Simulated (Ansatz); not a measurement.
```yaml
crystal:
  lattice:
    - [10.64695, 0.00000, 0.00000]
    - [0.00000, 10.64695, 0.00000]
    - [0.00000, 0.00000, 10.64695]
  atoms:
    - { symbol: Sr, position: [0.12500, 0.12500, 0.12500] }
    - { symbol: Sr, position: [0.62500, 0.62500, 0.12500] }
    - { symbol: Sr, position: [0.62500, 0.12500, 0.62500] }
    - { symbol: Sr, position: [0.12500, 0.62500, 0.62500] }
    - { symbol: Sr, position: [0.37500, 0.37500, 0.12500] }
    - { symbol: Sr, position: [0.87500, 0.87500, 0.12500] }
    - { symbol: Sr, position: [0.87500, 0.37500, 0.62500] }
    - { symbol: Sr, position: [0.37500, 0.87500, 0.62500] }
    - { symbol: Sr, position: [0.37500, 0.12500, 0.37500] }
    - { symbol: Sr, position: [0.87500, 0.62500, 0.37500] }
    - { symbol: Sr, position: [0.87500, 0.12500, 0.87500] }
    - { symbol: Sr, position: [0.37500, 0.62500, 0.87500] }
    - { symbol: Sr, position: [0.12500, 0.37500, 0.37500] }
    - { symbol: Sr, position: [0.62500, 0.87500, 0.37500] }
    - { symbol: Sr, position: [0.62500, 0.37500, 0.87500] }
    - { symbol: Sr, position: [0.12500, 0.87500, 0.87500] }
    - { symbol: La, position: [0.75000, 0.25000, 0.25000] }
    - { symbol: La, position: [0.25000, 0.75000, 0.25000] }
    - { symbol: La, position: [0.25000, 0.25000, 0.75000] }
    - { symbol: La, position: [0.75000, 0.75000, 0.75000] }
    - { symbol: La, position: [0.50000, 0.00000, 0.00000] }
    - { symbol: La, position: [0.00000, 0.50000, 0.00000] }
    - { symbol: La, position: [0.00000, 0.00000, 0.50000] }
    - { symbol: La, position: [0.50000, 0.50000, 0.50000] }
```

Space group Fd-3m; a structure generated by program, which may or may not match a known phase.

Level of theory: Ansatz, DFT PBE, scalar-relativistic, plane waves, PAW.

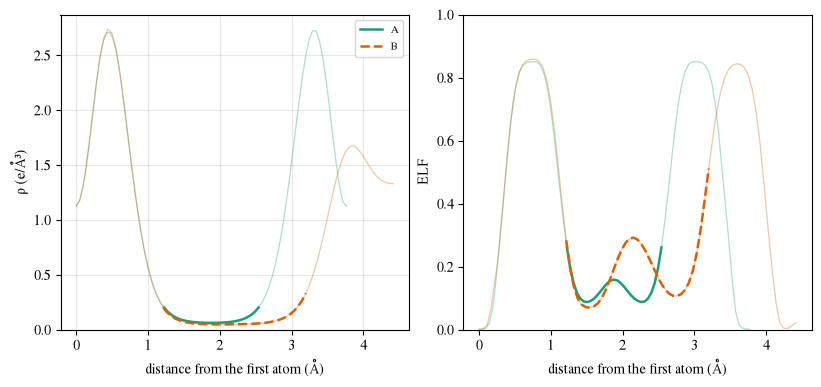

Sr₂La. Valence electron density and ELF along straight lines between neighbouring atoms. Thin, pale parts lie inside the atomic spheres.

The density is the valence pseudo-density of a PAW calculation; it isn't the true density close to the nuclei.

> Which curve belongs to which contact (Sr–La and Sr–Sr)? The first atom named is at distance zero.

Curve A: Sr–Sr (3.76 Å): ρ at the midpoint is about 0.06 e/Å³; the ELF is about 0.15 at the midpoint (no shared electron pair shows on this line). Curve B: Sr–La (4.41 Å): ρ at the midpoint is about 0.05 e/Å³; the ELF is about 0.30 at the midpoint (no localised pair shows between them).
